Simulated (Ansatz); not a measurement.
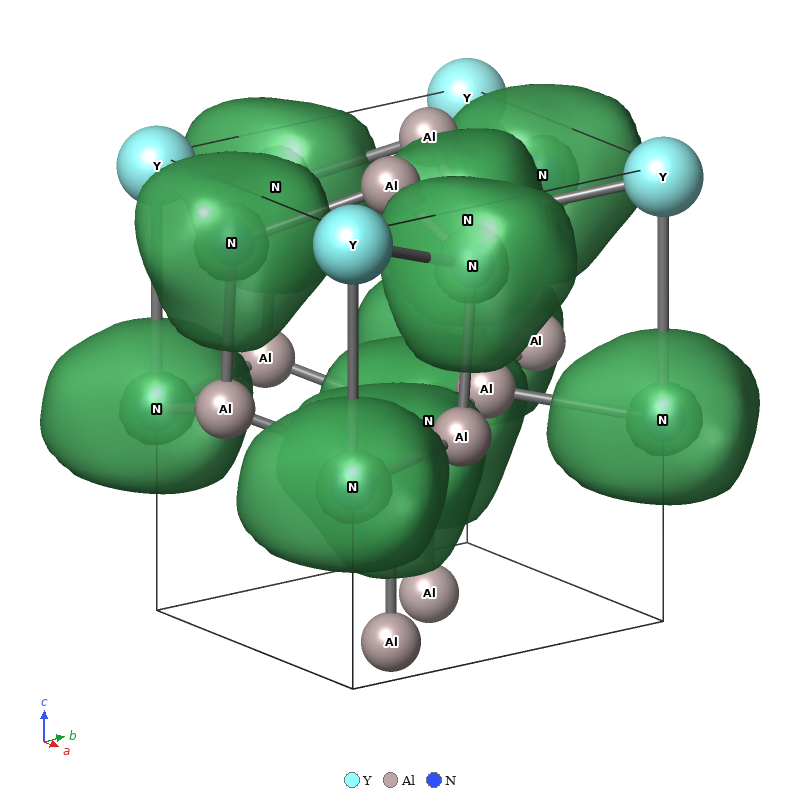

*YAl5N6. Isosurface of the electron localisation function at 0.65 (green), seen slightly off an axis. Only the valence region is drawn (cores and ρ < 0.01 e/Å³ removed). Sticks mark near contacts.*

Space group P31m; a structure generated by program, which may or may not match a known phase.

Computed with Ansatz 0.2.0, DFT PBE, scalar-relativistic, plane waves, PAW.

Core electrons are frozen (PAW), and the valence fields are smoothed inside the atomic spheres.

Input

```
crystal:
  lattice:
    - [5.6351683, 0.0, 0.0]
    - [-2.8175842, 4.8801989, 0.0]
    - [0.0, 0.0, 5.0988761]
  atoms:
    - { symbol: "Y", position: [0.0, 0.0, 0.975144] }
    - { symbol: Al, position: [0.6666667, 0.3333333, 0.996562] }
    - { symbol: Al, position: [0.3333333, 0.6666667, 0.996562] }
    - { symbol: Al, position: [0.0, 0.349666, 0.501976] }
    - { symbol: Al, position: [0.650334, 0.650334, 0.501976] }
    - { symbol: Al, position: [0.349666, 0.0, 0.501976] }
    - { symbol: "N", position: [0.6666667, 0.3333333, 0.373792] }
    - { symbol: "N", position: [0.3333333, 0.6666667, 0.373792] }
    - { symbol: "N", position: [0.0, 0.0, 0.44246] }
    - { symbol: "N", position: [0.0, 0.385231, 0.87192] }
    - { symbol: "N", position: [0.614769, 0.614769, 0.87192] }
    - { symbol: "N", position: [0.385231, 0.0, 0.87192] }
basis:
  ecutwfc: 420
kpoints:
  mp_grid: { grid: [6, 6, 6] }
hamiltonian:
  xc: pbe
scf:
  occupations: { method: gaussian, width: 0.02 }
output:
  forces: true
  stress: true
  eigenvalues: true
  write_density: true
  write_potential: true
  elf: true
  volumetric_format: npy
relax:
  adjacent_minimum: "off"
  f_tol: 0.01
  max_steps: 80
  cell: { stress_tol: 0.05 }
```

Command:

```sh
ansatz run input.yaml --threads 4 --pin off --max-ram 8192MiB --backend cpu --events-out ev --progress --plain --runs-dir out
```

Below, planes, directions and counts refer to the conventional cell (a = 5.64 Å, b = 5.64 Å, c = 5.10 Å, α = 90.00°, β = 90.00°, γ = 120.00°).

What do the ELF domains correspond to?

The ELF exceeds this value in six regions on N in which the atom's valence shell and bonds are merged, counted in one cell of 12 atoms. Any copies at cell faces, edges or corners count once. Along the contacts the grid gives the following. Al–N (1.86 Å): the ELF peaks at about 0.90 in the valence shell of N, 0.7 Å from its nucleus, and is about 0.85 at the midpoint. Y–N (2.23 Å): the ELF peaks at about 0.85 in the valence shell of N, 0.6 Å from its nucleus, and drops to about 0.20 between the two atoms: an ionic contact with no shared pair.
